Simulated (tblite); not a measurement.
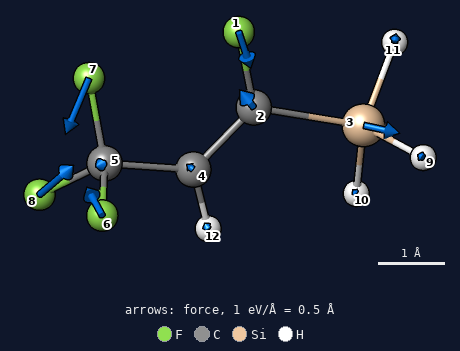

Starting geometry of C₃H₄F₄Si with the computed forces as blue arrows. Style: ball-and-stick. Shown at a tilt.

Theory: tblite 0.8.0, GFN2-xTB geometry optimisation, gas phase. 

Is this structure relaxed? If not, where do the atoms go?

Answer. It isn't relaxed: the largest force vector, on F8, is 1.98 eV/Å. The final displacements have little in common with the starting forces (cosine between the two patterns 0.23). Over 82 geometry steps the energy falls by 33.8 kJ/mol. The atom that moves furthest after the best rigid fit is F1 (0.70 Å). By element the largest moves are F 0.70 Å, H 0.55 Å, C 0.25 Å, Si 0.12 Å. Near-neighbour distances that change, for instance: C5–F8 1.397 → 1.343 Å, C5–F6 1.388 → 1.345 Å, C2–Si3 1.870 → 1.906 Å, C5–F7 1.372 → 1.342 Å. Bond angles that change, for instance: Si3–C2–C4 118.1° → 127.5°, F1–C2–Si3 119.6° → 113.4°, F7–C5–F8 111.6° → 106.4°. Groups turn about C4–C5 by about 35°, C2–Si3 by about 30°.
